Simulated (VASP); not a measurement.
Band structure of Mg2Si (antifluorite). All values below come from RPBE GGA, VASP's PBE PAW potentials (set 64) (plane waves; VASP).

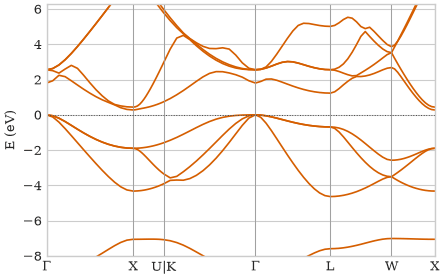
*Bands along high-symmetry lines, zero at the valence-band maximum or, without a gap, the Fermi level*

Question: Read the plot: is there a gap, and where are the band edges?

Answer: The gap is indirect, 0.28 eV, from the valence maximum at Γ to the conduction minimum at X. (Edges off the drawn lines would not show.)

Measured: gap 0.77 eV (computed value off by -0.49 eV), as given by Byungki Ryu et al., Journal of the Korean Physical Society (2019), arXiv:1905.06140.

The compound is Mg2Si in the antifluorite structure. It was relaxed first.
